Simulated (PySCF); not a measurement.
# Run report: GeF2, energy and gradient calculation

GeF2, SMILES [F][Ge][F], computed with r2SCAN/6-31G**, RKS (PySCF 2.14.0).

The geometry comes from this level: PBE0-D4/def2-TZVP. Figures and captions count atoms from 1; the log counts them from 0 in places.

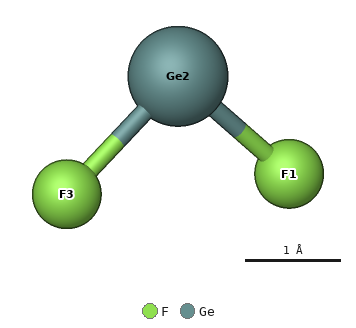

Figure 1. The structure (ball-and-stick view, seen at a tilt; atoms are numbered from 1 in the order of the input). Sticks mark near contacts. Bond lengths as drawn: F–Ge 1.74 Å.

### Summary

- outcome: converged
- total energy: −2276.372096 hartree
- basis functions: 60
- largest force: 0.214 eV/Å
- HOMO: −7.75 eV
- LUMO: −3.09 eV
- dipole moment: 2.00 D
- hardware: 1 thread of Intel Xeon @ 2.50GHz (Skylake/Cascade Lake), 16 GiB of memory available, shared host
- wall time: 16 s
- peak memory: 0.6 GiB

### Input (job.py)
```python
# [F][Ge][F]
from pyscf import gto, dft

mol = gto.Mole()
mol.atom = 'geometry.xyz'
mol.spin = 0
mol.max_memory = 1860
mol.basis = '6-31g**'
mol.verbose = 3
mol.build()

mf = dft.RKS(mol)
mf.xc = 'r2scan'
mf.conv_tol = 1e-10
mf.grids.level = 5
mf.kernel()
if not mf.converged:
    mf = mf.newton().run(mf.mo_coeff, mf.mo_occ)

e_tot = mf.e_tot
print('E = %.10f Eh' % e_tot)
grad = mf.nuc_grad_method().kernel()
mf.analyze()
```

### File geometry.xyz
```
3
F2Ge
F     -0.675900    -1.101800    -0.497500
Ge     0.637500    -0.295200     0.320200
F      0.027600     1.332100     0.164100
```

Run as:
```bash
OMP_NUM_THREADS=1 python job.py
```

### Output
```
converged SCF energy = -2276.37209619866
E = -2276.3720961987 Eh
--------------- RKS gradients ---------------
         x                y                z
0 F     0.0023593402     0.0011033277     0.0014079590
1 Ge    -0.0034820477     0.0014638224    -0.0017656279
2 F     0.0012554993    -0.0026484264     0.0004120747
----------------------------------------------
**** MO energy ****
MO #1   energy= -398.200460261729  occ= 2
MO #2   energy= -49.6690096085791  occ= 2
MO #3   energy= -44.1625721558072  occ= 2
MO #4   energy= -44.1605891839198  occ= 2
MO #5   energy= -44.1598610021962  occ= 2
MO #6   energy= -24.4788019151313  occ= 2
MO #7   energy= -24.4787837799026  occ= 2
MO #8   energy= -6.2325054323728   occ= 2
MO #9   energy= -4.38697672026715  occ= 2
MO #10  energy= -4.38181534946947  occ= 2
MO #11  energy= -4.37802659639213  occ= 2
MO #12  energy= -1.19432217070681  occ= 2
MO #13  energy= -1.18781098116207  occ= 2
MO #14  energy= -1.17601482842186  occ= 2
MO #15  energy= -1.17308131424883  occ= 2
MO #16  energy= -1.16901508814751  occ= 2
MO #17  energy= -1.10797956680414  occ= 2
MO #18  energy= -1.07793809341347  occ= 2
MO #19  energy= -0.506751954986739 occ= 2
MO #20  energy= -0.408470144628649 occ= 2
MO #21  energy= -0.379623505489627 occ= 2
MO #22  energy= -0.377139909713721 occ= 2
MO #23  energy= -0.352621255446954 occ= 2
MO #24  energy= -0.339495665068591 occ= 2
MO #25  energy= -0.284678516623383 occ= 2
MO #26  energy= -0.113673113047893 occ= 0
MO #27  energy= -0.0072723966595345 occ= 0
MO #28  energy= 0.0288649798744416 occ= 0
MO #29  energy= 0.144934409678091  occ= 0
MO #30  energy= 0.196760349570936  occ= 0
MO #31  energy= 0.245402130752286  occ= 0
MO #32  energy= 0.25298434670204   occ= 0
MO #33  energy= 0.453873545630842  occ= 0
MO #34  energy= 0.457225085082216  occ= 0
MO #35  energy= 0.498752342558291  occ= 0
MO #36  energy= 0.531029842908522  occ= 0
MO #37  energy= 0.719737485181628  occ= 0
MO #38  energy= 1.25170697925128   occ= 0
MO #39  energy= 1.25308464179358   occ= 0
MO #40  energy= 1.26421717907039   occ= 0
MO #41  energy= 1.30006282738421   occ= 0
MO #42  energy= 1.34238825942222   occ= 0
MO #43  energy= 1.35162554993341   occ= 0
MO #44  energy= 1.70437705522911   occ= 0
MO #45  energy= 1.7935833009138    occ= 0
MO #46  energy= 1.82405932614879   occ= 0
MO #47  energy= 1.83330508470962   occ= 0
MO #48  energy= 1.83664892946608   occ= 0
MO #49  energy= 1.84806822427765   occ= 0
MO #50  energy= 1.84816602514618   occ= 0
MO #51  energy= 1.93917963169452   occ= 0
MO #52  energy= 1.99427409252215   occ= 0
MO #53  energy= 2.0716093560076    occ= 0
MO #54  energy= 2.3822433406992    occ= 0
MO #55  energy= 2.43462267290546   occ= 0
MO #56  energy= 3.28811402959236   occ= 0
MO #57  energy= 3.29031455980505   occ= 0
MO #58  energy= 3.34698767065512   occ= 0
MO #59  energy= 3.40138511998491   occ= 0
MO #60  energy= 3.54996865194044   occ= 0
 ** Mulliken atomic charges  **
charge of    0F =     -0.42524
charge of    1Ge =      0.85049
charge of    2F =     -0.42525
Dipole moment(X, Y, Z, Debye):  1.66829, -0.71206,  0.84466
```

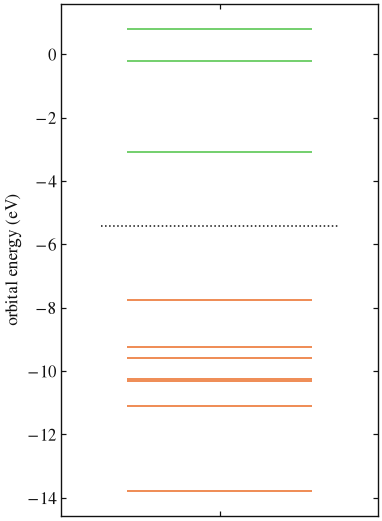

Figure 2. Orbital energies near the frontier; the dotted line parts filled from empty levels, and levels within 0.02 eV of each other stand side by side. Highest filled −7.75 eV, lowest empty −3.09 eV, 4.66 eV apart.
